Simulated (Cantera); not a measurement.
Input: 1 mol MgO, 1.8 mol Cl2, 7.2 mol N2, equilibrated at 1.00 bar.

Equilibrium computed with Cantera from the NASA thermochemical tables; the gas is ideal and each condensed phase is pure. Candidate condensed phases: Mg, MgCl2, MgO; 18 gas species. Equilibrium is a limit: real reactors are often held back by kinetics, nucleation or transport.

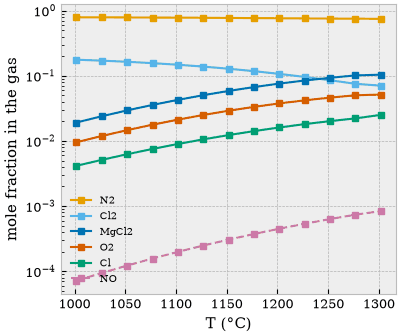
Figure: Equilibrium gas composition (values under 1e-9 drawn at 1e-9)

From 1002 °C to 1277 °C the condensed part is MgO(s). At 1302 °C nothing is condensed. The main Mg-bearing gas is MgCl2 throughout. The share of Mg in condensed phases is highest at 1002 °C (82.5 %) and lowest at 1302 °C (0.0 %).
